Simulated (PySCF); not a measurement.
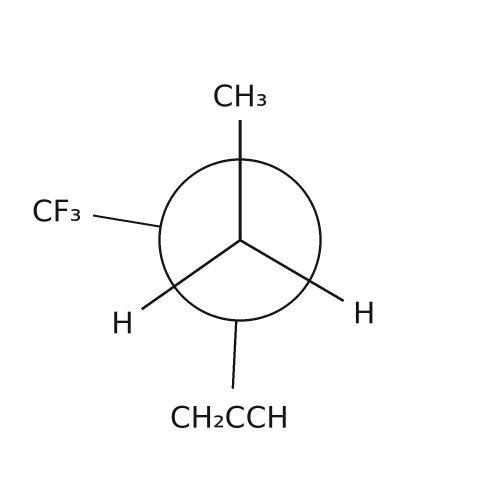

A Newman projection along the C–P bond, carbon in front; angles are drawn as computed, but eclipsed bonds slightly apart. The geometry was computed by an optimisation with PBE0-D3(BJ)/def2-SVP. No frequency run is at hand to confirm it as a minimum.

### Which molecule is it?

C6H8F3P, C#CCP(CC)C(F)(F)F

### What is the torsion angle from the front CH3 to the back CH2CCH? The sign is positive where the front bond must turn clockwise to cover the back bond.

−177°, antiperiplanar (anti).
